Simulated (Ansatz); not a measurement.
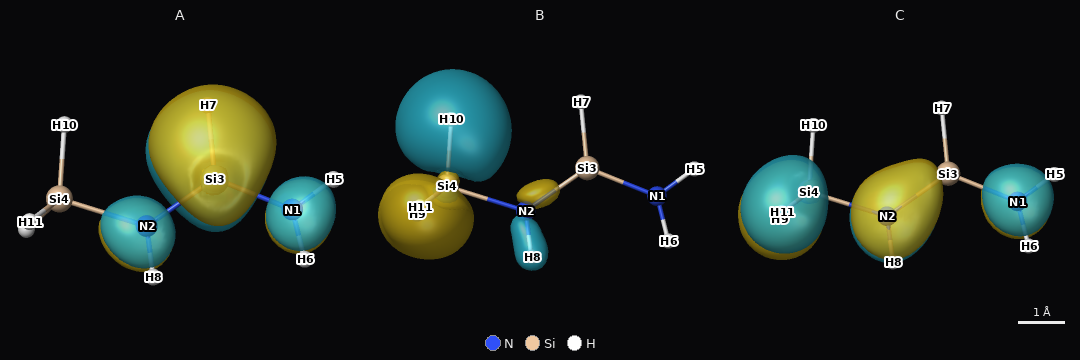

*H7N2Si2 (charge +1). Three frontier orbitals at ±0.1 Å⁻³ᐟ² (yellow and cyan are the two phases), in no order.*

Geometry: r2SCAN-D4/def2-SVP.

Computed with Ansatz 0.2.0, isolated molecule in a Gaussian basis; Kohn-Sham density functional theory, functional PBE0.

Input file:

```
crystal:
  periodic: [false, false, false]
  atoms:
    - {symbol: "N", position_ang: [1.089898, -4.025915, 0.916410]}
    - {symbol: N, position_ang: [1.042145, -1.112322, 1.047146]}
    - {symbol: Si, position_ang: [0.791400, -2.539886, 0.241932]}
    - {symbol: Si, position_ang: [0.758304, 0.576611, 0.433984]}
    - {symbol: H, position_ang: [0.928914, -4.892429, 0.403283]}
    - {symbol: H, position_ang: [1.443243, -4.194987, 1.857099]}
    - {symbol: H, position_ang: [0.281692, -2.512406, -1.132650]}
    - {symbol: H, position_ang: [1.399026, -1.162052, 2.006028]}
    - {symbol: H, position_ang: [-0.249886, 1.201430, 1.322694]}
    - {symbol: H, position_ang: [0.253736, 0.360932, -0.945676]}
    - {symbol: H, position_ang: [2.062890, 1.279252, 0.464513]}
basis:
  gaussian:
    orbitals: def2-TZVPD
total_charge: 1
hamiltonian:
  xc: pbe0
output: {forces: true, orbitals: {seedname: orbitals}}
```

Run with:

```sh
ansatz run input.yaml --threads 2 --pin off --max-ram 4350MiB --events-out events.jsonl --progress --plain --runs-dir runs
```

Order the three orbitals by energy and name them.

B is the HOMO−1 (−14.11 eV). It lies mainly on Si4 (about 40 %), H10 (about 35 %), H9 (about 10 %) and H11 (about 10 %). C is the HOMO (−13.09 eV). Its weight (Hirshfeld) is mainly on N2 (about 30 %), Si4 (about 20 %), N1 (about 15 %), H9 (about 10 %) and H11 (about 10 %). A is the LUMO (−6.22 eV). It lies mainly on Si3 (about 65 %), N1 (about 10 %), N2 (about 10 %) and H7 (about 10 %).

What is the HOMO–LUMO gap?

6.87 eV between the orbital energies.
